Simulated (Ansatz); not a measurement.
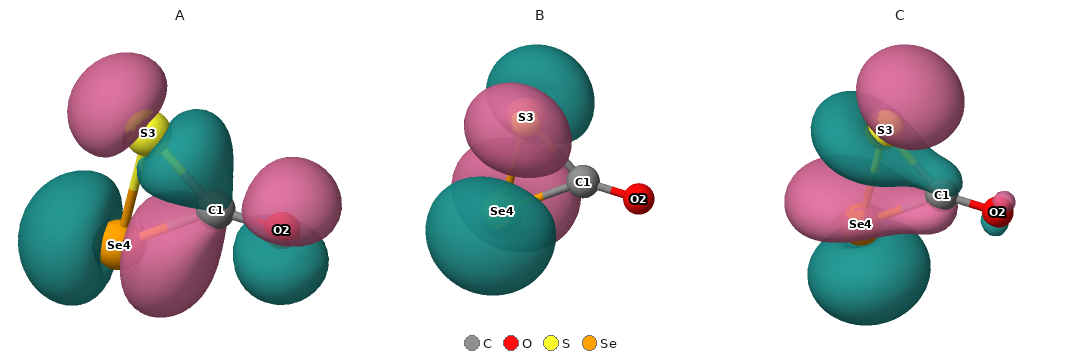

The picture shows: COSSe. Three frontier orbitals at ±0.1 Å⁻³ᐟ² (teal and pink are the two phases), in no order.

Geometry: B3LYP/6-31G*.

All numbers below come from Ansatz, isolated molecule in a Gaussian basis; Kohn-Sham density functional theory, functional PBE0.

Q: Order the three orbitals by energy and name them.

A: A is the HOMO−1 (−8.12 eV). By Hirshfeld shares it lies mainly on Se4 (about 35 %), O2 (about 35 %), S3 (about 20 %) and C1 (about 10 %); it is symmetric in the molecular plane (an in-plane orbital: σ, lone-pair or in-plane π type). B is the HOMO (−7.05 eV). By Hirshfeld shares it lies mainly on Se4 (about 65 %) and S3 (about 35 %); it changes sign across the molecular plane (π type); π-antibonding (a node) across S3–Se4. C is the LUMO (−3.39 eV). It lies mainly on Se4 (about 50 %) and S3 (about 45 %); it is symmetric in the molecular plane (an in-plane orbital: σ, lone-pair or in-plane π type).

Q: What is the HOMO–LUMO gap?

A: 3.66 eV between the orbital energies.
